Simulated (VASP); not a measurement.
**Rb (Rubidium): which input changes matter**

Aim: change the input of a sound run on Rb (Rubidium) piece by piece and see what each change does. All runs use PBE. The start is a cell from a database of measured crystal structures.

Main program and level: VASP 6.6.1; PBE; plane waves and PAW (Rb_sv).

## 1. Set-up

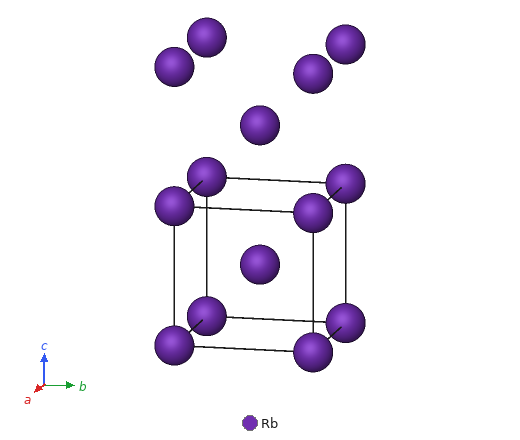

Start, viewed slightly off an axis; rubidium purple. 1×1×2 cells are drawn. This picture shows the conventional cell, with its axes. Some periodic images of atoms are drawn too.

## 2. Reference run

A single point writes out density, ELF and potential. PBE, the usual starting point, adds the gradient of the density.

File INCAR:

```
SYSTEM = Rb
PREC = Accurate
ENCUT = 400
EDIFF = 1E-06
NELM = 100
ISMEAR = -1
SIGMA = 0.05
LREAL = .FALSE.
ALGO = Normal
GGA = PE
NBANDS = 10
LORBIT = 11
LWAVE = .FALSE.
LCHARG = .TRUE.
ISIF = 2
LELF = .TRUE.
LVHAR = .TRUE.
```

File POSCAR:

```
Rb
1.0
   -2.8035000000      2.8035000000      2.8035000000
    2.8035000000     -2.8035000000      2.8035000000
    2.8035000000      2.8035000000     -2.8035000000
Rb
1
Direct
    0.0000000000      0.0000000000      0.0000000000
```

File KPOINTS:

```
Automatic mesh
0
Gamma
6 6 6
0 0 0
```

Potentials, in the order of the species: Rb_sv (PBE family, release 64).

Started as:

```bash
mpirun -np 2 vasp_std
```

What it wrote:

```text
[banner, memory and clock lines left out]
running    2 mpi-ranks, on    1 nodes
 distrk:  each k-point on    2 cores,    1 groups
 distr:  one band on    1 cores,    2 groups

 POSCAR found type information on POSCAR Rb
 POSCAR found :  1 types and       1 ions
 LDA part: xc-table for (Slater+PW92), standard interpolation
 POSCAR, INCAR and KPOINTS ok, starting setup
 FFT: planning ... GRIDC
 FFT: planning ... GRID_SOFT
 FFT: planning ... GRID
 WAVECAR not read
 entering main loop
       N       E                     dE             d eps       ncg     rms          rms(c)
DAV:   1     0.411598663305E+02    0.41160E+02   -0.28984E+03   320   0.543E+02
DAV:   2     0.189327727197E+01   -0.39267E+02   -0.38627E+02   354   0.119E+02
DAV:   3    -0.783379407526E+00   -0.26767E+01   -0.26731E+01   458   0.303E+01
DAV:   4    -0.924043937410E+00   -0.14066E+00   -0.14061E+00   430   0.574E+00
DAV:   5    -0.924998138237E+00   -0.95420E-03   -0.95419E-03   450   0.560E-01    0.123E+00
DAV:   6    -0.925464140718E+00   -0.46600E-03   -0.18706E-03   414   0.245E-01    0.742E-01
DAV:   7    -0.926277238670E+00   -0.81310E-03   -0.32010E-03   380   0.315E-01    0.466E-02
DAV:   8    -0.926386559075E+00   -0.10932E-03   -0.13552E-04   354   0.902E-02    0.161E-02
DAV:   9    -0.926395279588E+00   -0.87205E-05   -0.81104E-06   434   0.212E-02    0.491E-03
DAV:  10    -0.926394933883E+00    0.34571E-06   -0.30147E-06   360   0.946E-03
   1 F= -.92639493E+00 E0= -.91850232E+00  d E =-.157852E-01
```

Elapsed: 2.8 s, on 2 MPI ranks of AMD EPYC 9R45, shared host; peak memory 0.23 GiB.

Lines that name or quote the potential files are left out of all logs, and their timing lines are given in words.

Parts of OUTCAR (step 2):

```text
ion  position               nearest neighbor table
   1  0.000  0.000  0.000-

  LATTYP: Found a body centered cubic cell.
 ALAT       =     5.6070000000

 Subroutine GETGRP returns: Found 48 space group operations
 (whereof 48 operations were pure point group operations)

The static configuration has the point symmetry O_h .

 Found     16 irreducible k-points:

   k-points           NKPTS =     16   k-points in BZ     NKDIM =     16   number of bands    NBANDS=     10

   dimension x,y,z NGX =    32 NGY =   32 NGZ =   32
   dimension x,y,z NGXF=    64 NGYF=   64 NGZF=   64

   ENCUT  =  400.0 eV  29.40 Ry    5.42 a.u.   7.92  7.92  7.92*2*pi/ulx,y,z

   NELECT =       9.0000    total number of electrons

 k-points in reciprocal lattice and weights: Automatic mesh
   0.00000000  0.00000000  0.00000000       0.005
   0.16666667  0.00000000  0.00000000       0.056
   0.33333333  0.00000000  0.00000000       0.056
   0.50000000  0.00000000  0.00000000       0.028
   0.16666667  0.16666667  0.00000000       0.111
   0.33333333  0.16666667  0.00000000       0.222
   0.33333333  0.33333333  0.00000000       0.037
   0.16666667  0.16666667  0.16666667       0.037
   0.33333333  0.16666667  0.16666667       0.056
[...]
0.50000000  0.50000000  0.33333333       0.056
   0.50000000  0.50000000  0.50000000       0.005

 average (electrostatic) potential at core
       1 -41.1338

 E-fermi :   0.0998

 k-point     1 :       0.0000    0.0000    0.0000
  band No.  band energies     occupation
      1     -28.8008      2.00000
      2     -12.8399      2.00000
      3     -12.8399      2.00000
      4     -12.8399      2.00000
      5      -1.9290      2.00000
      6       3.7936      0.00000
      7       3.7936      0.00000
      8       3.7936      0.00000
      9       4.7498      0.00000
     10       4.7498      0.00000

 k-point     2 :       0.1667    0.0000    0.0000
  band No.  band energies     occupation
      1     -28.7996      2.00000
      2     -12.8672      2.00000
      3     -12.8489      2.00000
      4     -12.8399      2.00000
      5      -1.5963      2.00000
      6       3.1973      0.00000
      7       3.4047      0.00000
      8       4.1055      0.00000
      9       4.4829      0.00000
     10       4.6649      0.00000

 k-point     3 :       0.3333    0.0000    0.0000
  band No.  band energies     occupation
      1     -28.7971      2.00000
      2     -12.9206      2.00000
      3     -12.8666      2.00000
      4     -12.8400      2.00000
      5      -0.6887      2.00000
      6       1.9316      0.00000
      7       2.8783      0.00000
      8       4.6095      0.00000
      9       4.7752      0.00000
     10       4.9998      0.00000

  Total        0.0637280      0.0637280      0.0637280      0.0000000     -0.0000000      0.0000000
  in kB        1.1584553      1.1584553      1.1584553      0.0000000     -0.0000000      0.0000000
  external PRESSURE =       1.1584553 kB  Pullay stress =       0.0000000 kB

  energy-cutoff  :      400.00
  volume of cell :       88.14
      direct lattice vectors                 reciprocal lattice vectors
    -2.803500000  2.803500000  2.803500000     0.000000000  0.178348493  0.178348493
     2.803500000 -2.803500000  2.803500000     0.178348493  0.000000000  0.178348493
     2.803500000  2.803500000 -2.803500000     0.178348493  0.178348493  0.000000000

 POSITION                                       TOTAL-FORCE (eV/Angst)
 -----------------------------------------------------------------------------------
      0.00000      0.00000      0.00000         0.000000      0.000000      0.000000
 -----------------------------------------------------------------------------------
    total drift:                                0.000000      0.000000     -0.000000

  FREE ENERGIE OF THE ION-ELECTRON SYSTEM (eV)
  ---------------------------------------------------
  free  energy   TOTEN  =        -0.9263949339 eV

  energy  without entropy=       -0.9106096993  energy(sigma->0) =       -0.91850232

 total charge
# of ion       s       p       d       tot
------------------------------------------
    1        1.965   5.324   0.006   7.295

[... 3 further parts left out ...]
```

This run has no spin polarisation. Its electron count is odd, so without a moment it is a metal by construction. The k-mesh is coarse for a metal.

This step gave:

- SCF cycles: 10
- electrons: 9
- bands: 10
- irreducible k-points: 16
- symmetry operations: 48
- free energy (TOTEN): -0.9264 eV
- energy at zero smearing: -0.9185 eV
- Fermi energy: 0.0998 eV
- pressure: 0.1158 GPa
- metallic: yes

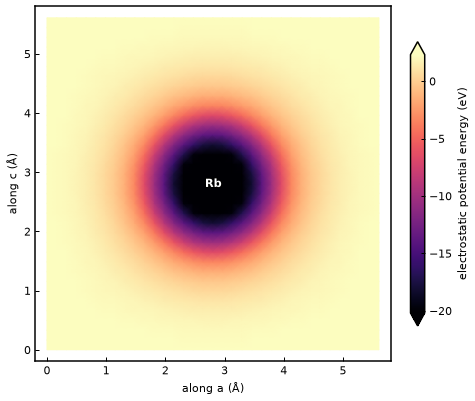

Electrostatic potential energy in the ac plane of the conventional cell at fractional y = 0.000, with atoms of Rb within 0.2 Å of it. With pseudopotentials it is smooth inside the atoms' cores, unlike the true potential. The map starts off the cell's origin, so that atoms lie inside it.

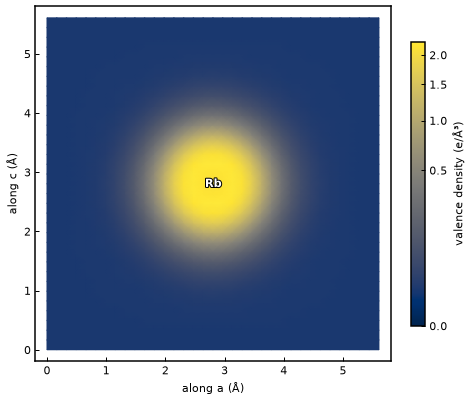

Valence density in the ac plane of the conventional cell at fractional y = 0.000, with atoms of Rb within 0.2 Å of it. It is the smooth field of the valence electrons, not physical close to the nuclei. The map starts off the cell's origin, so that atoms lie inside it. The colour scale is stretched toward low values.

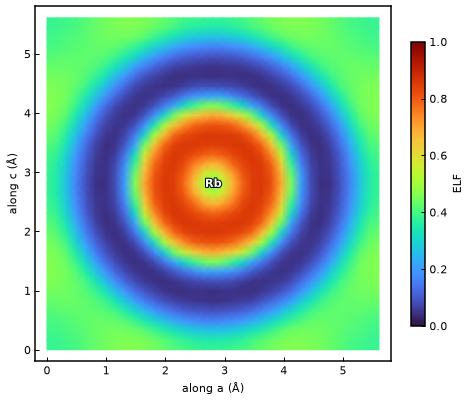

ELF in the ac plane of the conventional cell at fractional y = 0.000, with atoms of Rb within 0.2 Å of it. It is the smooth field of the valence electrons, not physical close to the nuclei. The map starts off the cell's origin, so that atoms lie inside it.

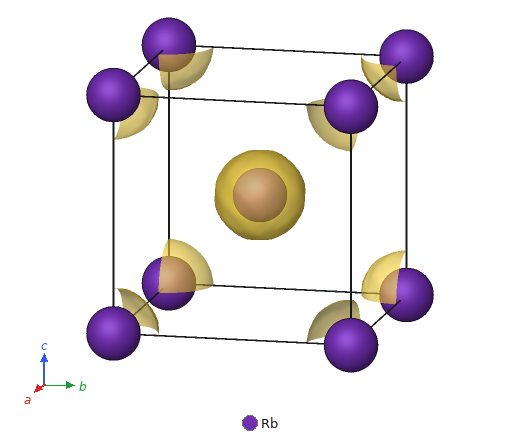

Surface of ELF = 0.78.

The pressure is 0.12 GPa and the largest force 0.000 eV/Å.

## 3. Total energy, forces and stress (PBE), changed input

A single point gives energy, forces and stress at these settings. Some settings are moved from the usual, to see what they do.

File INCAR:

```
SYSTEM = Rb
PREC = Normal
ENCUT = 400
EDIFF = 1E-06
NELM = 100
ISMEAR = -1
SIGMA = 0.05
LREAL = .FALSE.
ALGO = Normal
GGA = PE
NBANDS = 10
LORBIT = 11
LWAVE = .FALSE.
LCHARG = .FALSE.
KPAR = 2
ISIF = 2
NELECT = 8.98
```

POSCAR is that of step 2.

KPOINTS is that of step 2.

Started as:

```bash
mpirun -np 2 vasp_std
```

What it wrote:

```text
[banner, memory and clock lines left out]
running    2 mpi-ranks, on    1 nodes
 distrk:  each k-point on    1 cores,    2 groups
 distr:  one band on    1 cores,    1 groups

 POSCAR found type information on POSCAR Rb
 POSCAR found :  1 types and       1 ions
 LDA part: xc-table for (Slater+PW92), standard interpolation
 POSCAR, INCAR and KPOINTS ok, starting setup
 FFT: planning ... GRIDC
 FFT: planning ... GRID_SOFT
 FFT: planning ... GRID
 WAVECAR not read
 entering main loop
       N       E                     dE             d eps       ncg     rms          rms(c)
DAV:   1     0.411141219873E+02    0.41114E+02   -0.28942E+03   320   0.542E+02
DAV:   2     0.188607391462E+01   -0.39228E+02   -0.38592E+02   354   0.119E+02
DAV:   3    -0.787019185191E+00   -0.26731E+01   -0.26696E+01   458   0.303E+01
DAV:   4    -0.926979760667E+00   -0.13996E+00   -0.13991E+00   430   0.572E+00
DAV:   5    -0.927928336272E+00   -0.94858E-03   -0.94856E-03   450   0.557E-01BRMIX: very serious problems
 the old and the new charge density differ
 old charge density:     9.00000 new    8.98000
BRMIX: very serious problems
 the old and the new charge density differ
 old charge density:     9.00000 new    8.98000
    0.119E+00
DAV:   6    -0.927496396578E+00    0.43194E-03   -0.22150E-03   456   0.258E-01    0.721E-01
DAV:   7    -0.928380316922E+00   -0.88392E-03   -0.28077E-03   358   0.299E-01    0.450E-02
DAV:   8    -0.928486360197E+00   -0.10604E-03   -0.95120E-05   362   0.672E-02    0.210E-02
DAV:   9    -0.928506462044E+00   -0.20102E-04   -0.23505E-05   400   0.370E-02    0.544E-03
DAV:  10    -0.928505827947E+00    0.63410E-06   -0.24700E-06   380   0.939E-03
   1 F= -.92850583E+00 E0= -.92078011E+00  d E =-.154514E-01
```

It took 1.6 s on 2 MPI ranks; peak memory 0.21 GiB.

From OUTCAR (step 3):

```text
NELECT = 8.98

 ion  position               nearest neighbor table
   1  0.000  0.000  0.000-

The static configuration has the point symmetry O_h .

 Found     16 irreducible k-points:

   dimension x,y,z NGX =    24 NGY =   24 NGZ =   24
   dimension x,y,z NGXF=    48 NGYF=   48 NGZF=   48

 E-fermi :   0.1117

 k-point     1 :       0.0000    0.0000    0.0000
  band No.  band energies     occupation
      1     -28.7923      2.00000
      2     -12.8316      2.00000
      3     -12.8316      2.00000
      4     -12.8316      2.00000
      5      -1.9078      2.00000
      6       3.8091      0.00000
      7       3.8091      0.00000
      8       3.8091      0.00000
      9       4.7648      0.00000
     10       4.7648      0.00000

 k-point     2 :       0.1667    0.0000    0.0000
  band No.  band energies     occupation
      1     -28.7911      2.00000
      2     -12.8589      2.00000
      3     -12.8406      2.00000
      4     -12.8317      2.00000
      5      -1.5751      2.00000
      6       3.2152      0.00000
      7       3.4213      0.00000
      8       4.1211      0.00000
      9       4.4984      0.00000
     10       4.6810      0.00000

  Total        0.0142451      0.0142451      0.0142451     -0.0000000     -0.0000000      0.0000000
  in kB        0.2589483      0.2589483      0.2589483     -0.0000000     -0.0000000      0.0000000
  external PRESSURE =       0.2589483 kB  Pullay stress =       0.0000000 kB

 POSITION                                       TOTAL-FORCE (eV/Angst)
 -----------------------------------------------------------------------------------
      0.00000      0.00000      0.00000        -0.000000      0.000000      0.000000
 -----------------------------------------------------------------------------------
    total drift:                               -0.000000      0.000000      0.000000

  FREE ENERGIE OF THE ION-ELECTRON SYSTEM (eV)
  ---------------------------------------------------
  free  energy   TOTEN  =        -0.9285058279 eV

  energy  without entropy=       -0.9130543979  energy(sigma->0) =       -0.92078011

 total charge
# of ion       s       p       d       tot
------------------------------------------
    1        1.964   5.324   0.005   7.294

[... 6 parts as in an earlier step ...]

[... 5 further parts left out ...]
```

The run converged; its settings lie outside those of the reference runs, so its numbers are set aside.

Settings moved from the usual: PREC = Normal and NELECT = 8.98.

NELECT differs from the neutral count, so the cell is charged against a uniform background: another system, not a numerical setting. PREC = Normal changes the FFT grids.

## 4. A single point (PBE), changed input

This run is made with a changed input; what comes of it follows.

Edit INCAR of step 3 so:

```diff
@@ -1,3 +1,3 @@
 SYSTEM = Rb
-PREC = Normal
+PREC = Accurate
 ENCUT = 400
@@ -16,2 +16,2 @@
 ISIF = 2
-NELECT = 8.98
+ICHARG = 11
```

POSCAR is that of step 3.

KPOINTS is that of step 3.

Started as:

```bash
mpirun -np 2 vasp_std
```

What it wrote:

```text
[banner, memory and clock lines left out]
running    2 mpi-ranks, on    1 nodes
[...]
LDA part: xc-table for (Slater+PW92), standard interpolation
 WARNING: stress and forces are not correct
 POSCAR, INCAR and KPOINTS ok, starting setup
[...]
WARNING: CHGCAR is incomplete
|                                                                             |
|     EEEEEEE  RRRRRR   RRRRRR   OOOOOOO  RRRRRR      ###     ###     ###     |
|     E        R     R  R     R  O     O  R     R     ###     ###     ###     |
|     E        R     R  R     R  O     O  R     R     ###     ###     ###     |
|     EEEEE    RRRRRR   RRRRRR   O     O  RRRRRR       #       #       #      |
|     E        R   R    R   R    O     O  R   R                               |
|     E        R    R   R    R   O     O  R    R      ###     ###     ###     |
|     EEEEEEE  R     R  R     R  OOOOOOO  R     R     ###     ###     ###     |
|                                                                             |
|     ERROR: charge density could not be read from file CHGCAR for            |
|     ICHARG>10                                                               |
|                                                                             |
|       ---->  I REFUSE TO CONTINUE WITH THIS SICK JOB ... BYE!!! <----       |
|                                                                             |

1
1
```

The job ended after 2.6 s (2 MPI ranks).

VASP stopped before it finished a first electronic cycle.

VASP's message: “ERROR: charge density could not be read from file CHGCAR for ICHARG>10”. No number of this run is used.

The fault in the input: density file missing or never updated (ICHARG = 11). ICHARG = 11 needs the CHGCAR of a converged run, and 12 never updates the atomic density.

## 5. A single point (PBE), changed input, try 2

A single point gives energy, forces and stress at these settings. Some settings are moved from the usual, to see what they do.

Edit INCAR of step 4 so:

```diff
@@ -16,2 +16,2 @@
 ISIF = 2
-ICHARG = 11
+KSPACING = 0.4
```

POSCAR is that of step 4.

Started as:

```bash
mpirun -np 2 vasp_std
```

What it wrote:

```text
[banner, memory and clock lines left out]
running    2 mpi-ranks, on    1 nodes
 distrk:  each k-point on    1 cores,    2 groups
 distr:  one band on    1 cores,    1 groups

 POSCAR found type information on POSCAR Rb
 POSCAR found :  1 types and       1 ions
 LDA part: xc-table for (Slater+PW92), standard interpolation
 INCAR ok, starting setup
 POSCAR ok, starting setup
 FFT: planning ... GRIDC
 FFT: planning ... GRID_SOFT
 FFT: planning ... GRID
 WAVECAR not read
 entering main loop
       N       E                     dE             d eps       ncg     rms          rms(c)
DAV:   1     0.378870901479E+02    0.37887E+02   -0.28811E+03   160   0.542E+02
DAV:   2     0.158707712800E+01   -0.36300E+02   -0.35686E+02   180   0.114E+02
DAV:   3    -0.795145903097E+00   -0.23822E+01   -0.23802E+01   214   0.297E+01
DAV:   4    -0.883854240401E+00   -0.88708E-01   -0.88687E-01   220   0.575E+00
DAV:   5    -0.884453955304E+00   -0.59971E-03   -0.59971E-03   202   0.531E-01    0.133E+00
DAV:   6    -0.885087755932E+00   -0.63380E-03   -0.19917E-03   216   0.249E-01    0.799E-01
DAV:   7    -0.886005766041E+00   -0.91801E-03   -0.30927E-03   194   0.310E-01    0.470E-02
DAV:   8    -0.886119594444E+00   -0.11383E-03   -0.93130E-05   182   0.734E-02    0.203E-02
DAV:   9    -0.886135721497E+00   -0.16127E-04   -0.16836E-05   208   0.296E-02    0.554E-03
DAV:  10    -0.886134886913E+00    0.83458E-06   -0.39274E-06   214   0.111E-02
   1 F= -.88613489E+00 E0= -.87298239E+00  d E =-.263050E-01
```

Wall time 2 s (2 MPI ranks); peak memory 0.27 GiB; 2.9 s of CPU time.

OUTCAR, selected parts (step 5):

```text
The static configuration has the point symmetry O_h .

 Found      8 irreducible k-points:

   k-points           NKPTS =      8   k-points in BZ     NKDIM =      8   number of bands    NBANDS=     10

   NELECT =       9.0000    total number of electrons

 E-fermi :   0.0753

 k-point     1 :       0.0000    0.0000    0.0000
  band No.  band energies     occupation
      1     -28.8004      2.00000
      2     -12.8399      2.00000
      3     -12.8399      2.00000
      4     -12.8399      2.00000
      5      -1.9296      2.00000
      6       3.7942      0.00000
      7       3.7942      0.00000
      8       3.7942      0.00000
      9       4.7490      0.00000
     10       4.7490      0.00000

 k-point     2 :       0.2500    0.0000    0.0000
  band No.  band energies     occupation
      1     -28.7979      2.00000
      2     -12.8941      2.00000
      3     -12.8577      2.00000
      4     -12.8399      2.00000
      5      -1.2021      2.00000
      6       2.5661      0.00000
      7       3.1151      0.00000
      8       4.4864      0.00000
      9       4.5711      0.00000
     10       4.6682      0.00000

  Total        0.1001280      0.1001280      0.1001280      0.0000000     -0.0000000     -0.0000000
  in kB        1.8201381      1.8201381      1.8201381      0.0000000     -0.0000000     -0.0000000
  external PRESSURE =       1.8201381 kB  Pullay stress =       0.0000000 kB

 POSITION                                       TOTAL-FORCE (eV/Angst)
 -----------------------------------------------------------------------------------
      0.00000      0.00000      0.00000         0.000000      0.000000     -0.000000
 -----------------------------------------------------------------------------------
    total drift:                                0.000000      0.000000     -0.000000

  FREE ENERGIE OF THE ION-ELECTRON SYSTEM (eV)
  ---------------------------------------------------
  free  energy   TOTEN  =        -0.8861348869 eV

  energy  without entropy=       -0.8598298876  energy(sigma->0) =       -0.87298239

 total charge
# of ion       s       p       d       tot
------------------------------------------
    1        1.964   5.326   0.006   7.295

[... 6 parts as in an earlier step ...]

[... 6 further parts left out ...]
```

The run converged; its settings lie outside those of the reference runs, so its numbers are set aside.

Against the sound run on this cell (reference run) the energy at zero smearing moves by +45.5 meV an atom and the pressure by +0.07 GPa.

Settings moved from the usual: KSPACING = 0.4.

The mesh holds 8 irreducible points against 16.

(Continued in part 2 of 3.)

[Lines on the potential files, build, host, timing and source positions are cut from VASP's logs without a mark.]

[Logs are printed without paths, hosts, clocks, repeated set-up lines and the standing remarks that a program may print on its own settings, such as how far it seeks lower states.]

[Hosts, paths, dates, database ids (printed as entryN), source tags and the programs' standing remarks are cut or masked in the printed files.]

[A measured line is paired with the nearest computed mode of its activity, which favours agreement.]
